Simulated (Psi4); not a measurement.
**Excited-state calculation, with input and output: BSiH5 (part 3 of 3)**

BSiH5; EOM-CCSD/def2-SVP, RHF, DKH2 (Psi4 1.11). The geometry comes from this level: PBE0-D4/def2-TZVP.

Geometry of the input (Å):
```
B  -0.0432  -1.1890  0.2043
Si 0.0891  0.7853  -0.1485
H  -1.1260  -1.6906  0.2901
H  0.9064  -1.9025  0.3354
H  -0.6160  1.0934  -1.4272
H  -0.6236  1.5167  0.9396
H  1.4745  1.3188  -0.2395
```

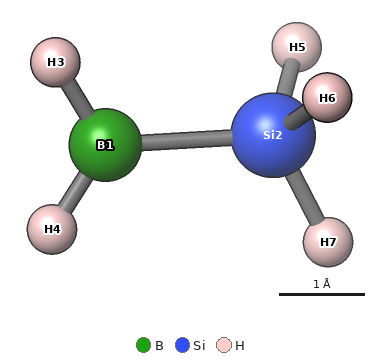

**Figure 1.** The structure as given in the input (ball-and-stick view, seen at a tilt; atoms are numbered from 1 in the order of the input).

## Log, continued
```
	Oscillator Strength for 2  A
	                              X    	       Y    	       Z
	<0|mu_e|n>               0.00015109 	 -0.01418780 	 -0.07983766
	<n|mu_e|0>               0.00016615 	 -0.01433618 	 -0.08048567
	Dipole Strength          0.00662921
	Oscillator Strength      0.00092532
	Einstein A Coefficient   1.30331154e+06
	Einstein B Coefficient   8.06552529e+17
Doing transition

	Length-Gauge Rotational Strength for 2  A
	                              X    	       Y    	       Z
	<0|mu_e|n>               0.00015109 	 -0.01418780 	 -0.07983766
	<n|mu_m|0>              -0.05472464 	 -0.58207377 	  0.10396565
	<0|mu_m|n>*             -0.05266998 	 -0.56217469 	  0.10041058
	<n|mu_e|0>*              0.00016615 	 -0.01433618 	 -0.08048567

	Rotational Strength (au)                 -0.00004061
	Rotational Strength (10^-40 esu^2 cm^2)  -0.01914655

	Velocity-Gauge Rotational Strength for 2  A
	                              X    	       Y    	       Z
	<0|mu_e|n>               0.00003643 	 -0.00324701 	 -0.01826662
	<n|mu_m|0>              -0.05472464 	 -0.58207377 	  0.10396565
	<0|mu_m|n>*             -0.05266998 	 -0.56217469 	  0.10041058
	<n|mu_e|0>*              0.00003878 	 -0.00314840 	 -0.01766460

	Rotational Strength (au)                 -0.00004035
	Rotational Strength (10^-40 esu^2 cm^2)  -0.01902135
Doing transition
DDoing transition

	Oscillator Strength for 3  A
	                              X    	       Y    	       Z
	<0|mu_e|n>               0.00006086 	  0.04398577 	  0.25660994
	<n|mu_e|0>               0.00013810 	  0.04410825 	  0.25860919
	Dipole Strength          0.06830183
	Oscillator Strength      0.01231248
	Einstein A Coefficient   2.89244684e+07
	Einstein B Coefficient   8.31004015e+18
Doing transition

	Length-Gauge Rotational Strength for 3  A
	                              X    	       Y    	       Z
	<0|mu_e|n>               0.00006086 	  0.04398577 	  0.25660994
	<n|mu_m|0>              -0.05794469 	 -0.35515511 	  0.06339863
	<0|mu_m|n>*             -0.05386941 	 -0.34631737 	  0.06181273
	<n|mu_e|0>*              0.00013810 	  0.04410825 	  0.25860919

	Rotational Strength (au)                  0.00067294
	Rotational Strength (10^-40 esu^2 cm^2)   0.31725101

	Velocity-Gauge Rotational Strength for 3  A
	                              X    	       Y    	       Z
	<0|mu_e|n>               0.00000509 	  0.01201537 	  0.06979270
	<n|mu_m|0>              -0.05794469 	 -0.35515511 	  0.06339863
	<0|mu_m|n>*             -0.05386941 	 -0.34631737 	  0.06181273
	<n|mu_e|0>*              0.00002268 	  0.01161735 	  0.06772383

	Rotational Strength (au)                  0.00058955
	Rotational Strength (10^-40 esu^2 cm^2)   0.27793961
Doing transition
Doing transition

	                   Ground State -> Excited State Transitions

	                   Excitation Energy          OS       RS        RS     Einstein A
	State   (eV)    (cm^-1)    (nm)     (au)              (l,au)   (v,au)     (s^-1)
	 1  A   4.477   36109.5   276.9   0.164527   0.0045   0.0000   0.0000  3.871403E+06
	 2  A   5.697   45952.2   217.6   0.209374   0.0009  -0.0000  -0.0000  1.303312E+06
	 3  A   7.358   59345.6   168.5   0.270399   0.0123   0.0007   0.0006  2.892447E+07

Doing transition

	*********************************************************************
	*********************************************************************
	************                                             ************
	************ Excited State-Excited State Transition Data ************
	************                                             ************
	*********************************************************************
	*********************************************************************

	*** Computing <1 A|X{pq}}|2 A> (LEFT) Transition Density ***

		*** LTD Setup complete.
		***...density has been built...
		***...density has been sorted...

	*** Computing <2 A|X{pq}}|1 A> (RIGHT) Transition Density ***

		*** RTD Setup complete.
		***...density has been built...
		***...density has been sorted...

	*** 1A -> 2A transition densities complete.

	Oscillator Strength for 1  A to 2  A
	                              X    	       Y    	       Z
	<0|mu_e|n>              -0.19616853 	  0.01051325 	 -0.00256216
	<n|mu_e|0>              -0.19355263 	  0.01108316 	 -0.00266927
	Dipole Strength          0.03809229
	Oscillator Strength      0.00113887
	Einstein A Coefficient   7.35943351e+04
	Einstein B Coefficient   4.63455323e+18

	Length-Gauge Rotational Strength for 1  A to 2  A Transition
	                              X    	       Y    	       Z
	<p|mu_e|q>              -0.19616853 	  0.01051325 	 -0.00256216
	<q|mu_m|p>              -0.00158825 	  0.07732561 	  0.43218054
	<p|mu_m|q>*             -0.00158562 	  0.07639127 	  0.42695802
	<q|mu_e|p>*             -0.19355263 	  0.01108316 	 -0.00266927

	Rotational Strength (au)                  0.00001554
	Rotational Strength (10^-40 esu^2 cm^2)   0.00732792

	Velocity-Gauge Rotational Strength for 1  A
	                              X    	       Y    	       Z
	<p|mu_e|q>              -0.00633527 	  0.00074777 	 -0.00015417
	<q|mu_m|p>              -0.00158825 	  0.07732561 	  0.43218054
	<p|mu_m|q>*             -0.00158562 	  0.07639127 	  0.42695802
	<q|mu_e|p>*             -0.00145366 	  0.00076327 	 -0.00014023

	Rotational Strength (au)                  0.00002225
	Rotational Strength (10^-40 esu^2 cm^2)   0.01049178

	*** Computing <1 A|X{pq}}|3 A> (LEFT) Transition Density ***

		*** LTD Setup complete.
		***...density has been built...
		***...density has been sorted...

	*** Computing <3 A|X{pq}}|1 A> (RIGHT) Transition Density ***

		*** RTD Setup complete.
		***...density has been built...
		***...density has been sorted...

	*** 1A -> 3A transition densities complete.

	Oscillator Strength for 1  A to 3  A
	                              X    	       Y    	       Z
	<0|mu_e|n>              -0.31310954 	  0.04744949 	 -0.01033243
	<n|mu_e|0>              -0.31131789 	  0.04482528 	 -0.00990673
	Dipole Strength          0.09970590
	Oscillator Strength      0.00703734
	Einstein A Coefficient   2.53440981e+06
	Einstein B Coefficient   1.21308608e+19

	Length-Gauge Rotational Strength for 1  A to 3  A Transition
	                              X    	       Y    	       Z
	<p|mu_e|q>              -0.31310954 	  0.04744949 	 -0.01033243
	<q|mu_m|p>               0.00140882 	 -0.02654876 	 -0.14881989
	<p|mu_m|q>*              0.00130513 	 -0.02569735 	 -0.14397566
	<q|mu_e|p>*             -0.31131789 	  0.04482528 	 -0.00990673

	Rotational Strength (au)                 -0.00014752
	Rotational Strength (10^-40 esu^2 cm^2)  -0.06954759

	Velocity-Gauge Rotational Strength for 1  A
	                              X    	       Y    	       Z
	<p|mu_e|q>              -0.03530402 	  0.00368102 	 -0.00086396
	<q|mu_m|p>               0.00140882 	 -0.02654876 	 -0.14881989
	<p|mu_m|q>*              0.00130513 	 -0.02569735 	 -0.14397566
	<q|mu_e|p>*             -0.03080375 	  0.00177458 	 -0.00052303

	Rotational Strength (au)                 -0.00013880
	Rotational Strength (10^-40 esu^2 cm^2)  -0.06543725

	*** Computing <2 A|X{pq}}|3 A> (LEFT) Transition Density ***

		*** LTD Setup complete.
		***...density has been built...
		***...density has been sorted...

	*** Computing <3 A|X{pq}}|2 A> (RIGHT) Transition Density ***

		*** RTD Setup complete.
		***...density has been built...
		***...density has been sorted...

	*** 2A -> 3A transition densities complete.

	Oscillator Strength for 2  A to 3  A
	                              X    	       Y    	       Z
	<0|mu_e|n>              -0.22494890 	 -1.06351616 	  0.19034356
	<n|mu_e|0>              -0.22335304 	 -1.06174336 	  0.19012062
	Dipole Strength          1.21561248
	Oscillator Strength      0.04945506
	Einstein A Coefficient   5.91745850e+06
	Einstein B Coefficient   1.47899228e+20

	Length-Gauge Rotational Strength for 2  A to 3  A Transition
	                              X    	       Y    	       Z
	<p|mu_e|q>              -0.22494890 	 -1.06351616 	  0.19034356
	<q|mu_m|p>              -0.00011328 	  0.00087011 	  0.00518776
	<p|mu_m|q>*             -0.00010679 	  0.00109811 	  0.00662388
	<q|mu_e|p>*             -0.22335304 	 -1.06174336 	  0.19012062

	Rotational Strength (au)                  0.00010242
	Rotational Strength (10^-40 esu^2 cm^2)   0.04828467

	Velocity-Gauge Rotational Strength for 2  A
	                              X    	       Y    	       Z
	<p|mu_e|q>              -0.01836581 	 -0.06794561 	  0.01215339
	<q|mu_m|p>              -0.00011328 	  0.00087011 	  0.00518776
	<p|mu_m|q>*             -0.00010679 	  0.00109811 	  0.00662388
	<q|mu_e|p>*             -0.00860635 	 -0.05598572 	  0.01001256

	Rotational Strength (au)                  0.00009645
	Rotational Strength (10^-40 esu^2 cm^2)   0.04547044

	                   Ground State -> Excited State Transitions

	                   Excitation Energy          OS       RS        RS     Einstein A
	State   (eV)    (cm^-1)    (nm)     (au)              (l,au)   (v,au)     (s^-1)
	 1  A   4.477   36109.5   276.9   0.164527   0.0045   0.0000   0.0000  3.871403E+06
	 2  A   5.697   45952.2   217.6   0.209374   0.0009  -0.0000  -0.0000  1.303312E+06
	 3  A   7.358   59345.6   168.5   0.270399   0.0123   0.0007   0.0006  2.892447E+07

	                   Excited State -> Excited State Transitions

	                        Excitation Energy          OS       RS        RS     Einstein A
	Transition   (eV)    (cm^-1)    (nm)     (au)              (l,au)   (v,au)     (s^-1)
	  1A->2A   1.220    9842.7  1016.0   0.044847   0.0011   0.0000   0.0000  7.359434E+04
	  1A->3A   2.881   23236.1   430.4   0.105871   0.0070  -0.0001  -0.0001  2.534410E+06
	  2A->3A   1.661   13393.4   746.6   0.061025   0.0495   0.0001   0.0001  5.917458E+06

  Variable Map:
  ----------------------------------------------------------------------------
  "CC D1 DIAGNOSTIC"                              =>       0.026773299695
  "CC D2 DIAGNOSTIC"                              =>       0.153765952882
  "CC NEW D1 DIAGNOSTIC"                          =>       0.026773299695
  "CC ROOT 0 (A) CORRELATION ENERGY"              =>      -0.244206000169
  "CC ROOT 0 (A) TOTAL ENERGY"                    =>    -317.157537129597
  "CC ROOT 0 (IN A) CORRELATION ENERGY"           =>      -0.244206000169
  "CC ROOT 0 (IN A) TOTAL ENERGY"                 =>    -317.157537129597
  "CC ROOT 0 CORRELATION ENERGY"                  =>      -0.244206000169
  "CC ROOT 0 CORRELATION ENERGY - A TRANSITION"   =>      -0.244206000169
  "CC ROOT 0 TOTAL ENERGY"                        =>    -317.157537129597
  "CC ROOT 0 TOTAL ENERGY - A TRANSITION"         =>    -317.157537129597
  "CC ROOT 1 (A) CORRELATION ENERGY"              =>       0.164527185482
  "CC ROOT 1 (A) TOTAL ENERGY"                    =>    -316.993009944115
  "CC ROOT 1 (IN A) CORRELATION ENERGY"           =>       0.164527185482
  "CC ROOT 1 (IN A) TOTAL ENERGY"                 =>    -316.993009944115
  "CC ROOT 1 CORRELATION ENERGY"                  =>       0.164527185482
  "CC ROOT 1 CORRELATION ENERGY - A TRANSITION"   =>       0.164527185482
  "CC ROOT 1 TOTAL ENERGY"                        =>    -316.993009944115
  "CC ROOT 1 TOTAL ENERGY - A TRANSITION"         =>    -316.993009944115
  "CC ROOT 2 (A) CORRELATION ENERGY"              =>       0.209373753646
  "CC ROOT 2 (A) TOTAL ENERGY"                    =>    -316.948163375951
  "CC ROOT 2 (IN A) CORRELATION ENERGY"           =>       0.209373753646
  "CC ROOT 2 (IN A) TOTAL ENERGY"                 =>    -316.948163375951
  "CC ROOT 2 CORRELATION ENERGY"                  =>       0.209373753646
  "CC ROOT 2 CORRELATION ENERGY - A TRANSITION"   =>       0.209373753646
  "CC ROOT 2 TOTAL ENERGY"                        =>    -316.948163375951
  "CC ROOT 2 TOTAL ENERGY - A TRANSITION"         =>    -316.948163375951
  "CC ROOT 3 (A) CORRELATION ENERGY"              =>       0.270398616985
  "CC ROOT 3 (A) TOTAL ENERGY"                    =>    -316.887138512612
  "CC ROOT 3 (IN A) CORRELATION ENERGY"           =>       0.270398616985
  "CC ROOT 3 (IN A) TOTAL ENERGY"                 =>    -316.887138512612
  "CC ROOT 3 CORRELATION ENERGY"                  =>       0.270398616985
  "CC ROOT 3 CORRELATION ENERGY - A TRANSITION"   =>       0.270398616985
  "CC ROOT 3 TOTAL ENERGY"                        =>    -316.887138512612
  "CC ROOT 3 TOTAL ENERGY - A TRANSITION"         =>    -316.887138512612
  "CC T1 DIAGNOSTIC"                              =>       0.007817703343
  "CCSD CORRELATION ENERGY"                       =>      -0.244206000169
  "CCSD DOUBLES ENERGY"                           =>      -0.244206000169
  "CCSD ITERATIONS"                               =>      14.000000000000
  "CCSD OPPOSITE-SPIN CORRELATION ENERGY"         =>      -0.213904215931
  "CCSD ROOT 0 (A) CORRELATION ENERGY"            =>      -0.244206000169
  "CCSD ROOT 0 (A) TOTAL ENERGY"                  =>    -317.157537129597
  "CCSD ROOT 0 (IN A) CORRELATION ENERGY"         =>      -0.244206000169
  "CCSD ROOT 0 (IN A) TOTAL ENERGY"               =>    -317.157537129597
  "CCSD ROOT 0 CORRELATION ENERGY"                =>      -0.244206000169
  "CCSD ROOT 0 CORRELATION ENERGY - A TRANSITION" =>      -0.244206000169
  "CCSD ROOT 0 TOTAL ENERGY"                      =>    -317.157537129597
  "CCSD ROOT 0 TOTAL ENERGY - A TRANSITION"       =>    -317.157537129597
  "CCSD ROOT 1 (A) CORRELATION ENERGY"            =>       0.164527185482
  "CCSD ROOT 1 (A) TOTAL ENERGY"                  =>    -316.993009944115
  "CCSD ROOT 1 (IN A) CORRELATION ENERGY"         =>       0.164527185482
  "CCSD ROOT 1 (IN A) TOTAL ENERGY"               =>    -316.993009944115
  "CCSD ROOT 1 CORRELATION ENERGY"                =>       0.164527185482
  "CCSD ROOT 1 CORRELATION ENERGY - A TRANSITION" =>       0.164527185482
  "CCSD ROOT 1 TOTAL ENERGY"                      =>    -316.993009944115
  "CCSD ROOT 1 TOTAL ENERGY - A TRANSITION"       =>    -316.993009944115
  "CCSD ROOT 2 (A) CORRELATION ENERGY"            =>       0.209373753646
  "CCSD ROOT 2 (A) TOTAL ENERGY"                  =>    -316.948163375951
  "CCSD ROOT 2 (IN A) CORRELATION ENERGY"         =>       0.209373753646
  "CCSD ROOT 2 (IN A) TOTAL ENERGY"               =>    -316.948163375951
  "CCSD ROOT 2 CORRELATION ENERGY"                =>       0.209373753646
  "CCSD ROOT 2 CORRELATION ENERGY - A TRANSITION" =>       0.209373753646
  "CCSD ROOT 2 TOTAL ENERGY"                      =>    -316.948163375951
  "CCSD ROOT 2 TOTAL ENERGY - A TRANSITION"       =>    -316.948163375951
  "CCSD ROOT 3 (A) CORRELATION ENERGY"            =>       0.270398616985
  "CCSD ROOT 3 (A) TOTAL ENERGY"                  =>    -316.887138512612
  "CCSD ROOT 3 (IN A) CORRELATION ENERGY"         =>       0.270398616985
  "CCSD ROOT 3 (IN A) TOTAL ENERGY"               =>    -316.887138512612
  "CCSD ROOT 3 CORRELATION ENERGY"                =>       0.270398616985
  "CCSD ROOT 3 CORRELATION ENERGY - A TRANSITION" =>       0.270398616985
  "CCSD ROOT 3 TOTAL ENERGY"                      =>    -316.887138512612
  "CCSD ROOT 3 TOTAL ENERGY - A TRANSITION"       =>    -316.887138512612
  "CCSD SAME-SPIN CORRELATION ENERGY"             =>      -0.030301784238
  "CCSD SINGLES ENERGY"                           =>       0.000000000000
  "CCSD TOTAL ENERGY"                             =>    -317.157537129597
  "CURRENT CORRELATION ENERGY"                    =>      -0.244206000169
  "CURRENT ENERGY"                                =>    -316.887138512612
  "CURRENT REFERENCE ENERGY"                      =>    -316.913337476156
  "DD SOLVATION ENERGY"                           =>       0.000000000000
  "HF KINETIC ENERGY"                             =>     316.290867150928
  "HF POTENTIAL ENERGY"                           =>    -633.204204627084
  "HF TOTAL ENERGY"                               =>    -316.913337476156
  "HF VIRIAL RATIO"                               =>       2.001968031296
  "MP2 CORRELATION ENERGY"                        =>      -0.200414870866
  "MP2 DOUBLES ENERGY"                            =>      -0.200414870866
  "MP2 OPPOSITE-SPIN CORRELATION ENERGY"          =>      -0.172220806014
  "MP2 SAME-SPIN CORRELATION ENERGY"              =>      -0.028194064852
  "MP2 SINGLES ENERGY"                            =>      -0.000000000000
  "MP2 TOTAL ENERGY"                              =>    -317.113746000294
  "NUCLEAR REPULSION ENERGY"                      =>      47.564448936711
  "ONE-ELECTRON ENERGY"                           =>    -531.616990848429
  "PCM POLARIZATION ENERGY"                       =>       0.000000000000
  "PE ENERGY"                                     =>       0.000000000000
  "SCF ITERATION ENERGY"                          =>    -316.913337476156
  "SCF ITERATIONS"                                =>      12.000000000000
  "SCF TOTAL ENERGY"                              =>    -316.913337476156
  "TWO-ELECTRON ENERGY"                           =>     167.139204435562

  Array Variable Map:
  ----------------------------------------------------------------------------
  "CURRENT DIPOLE"                                =>       0.022830202774 ... 0.040521814985 1 by 3
  "SCF DIPOLE"                                    =>       0.022830202774 ... 0.040521814985 1 by 3
  "SCF TOTAL ENERGIES"                            =>    -316.078402817043 ... -316.913337476156 1 by 13

    Psi4 run time: 0:00:19.38
```

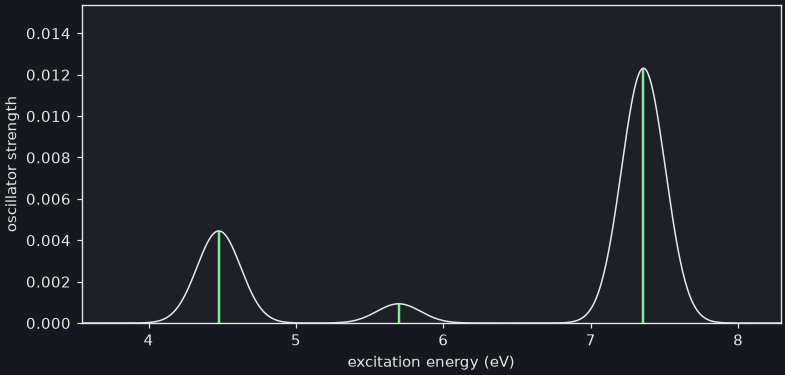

**Figure 2.** Computed excitations as sticks (degenerate states added up, dark ones marked on the axis), with a Gaussian envelope of 0.35 eV full width at half maximum, scaled to the tallest. Of the 3 states the lowest lies at 4.48 eV (f = 0.004); the strongest line is at 7.36 eV, or 169 nm (f = 0.012).

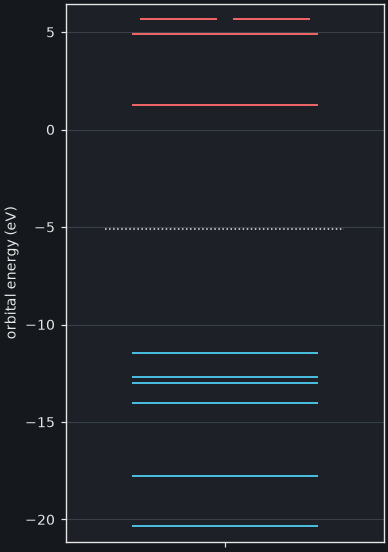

**Figure 3.** Orbital energies near the frontier (SCF reference); the dotted line parts filled from empty levels, and levels within 0.02 eV of each other stand side by side. Highest filled −11.46 eV, lowest empty 1.24 eV, 12.70 eV apart.

## Summary

| quantity | value |
| --- | --- |
| outcome | converged |
| total energy | −317.157537 hartree |
| SCF energy | −316.913337 hartree |
| MP2 energy | −317.113746 hartree |
| CCSD energy | −317.157537 hartree |
| basis functions | 57 |
| T1 diagnostic | 0.008 |
| HOMO of the SCF reference | −11.46 eV |
| LUMO of the SCF reference | 1.24 eV |
| lowest singlet excitation | 4.48 eV |
| hardware | 1 thread of Intel Xeon (Sapphire Rapids), 16 GiB of memory available, shared host |
| wall time | 21 s |
| peak memory | 0.53 GiB |
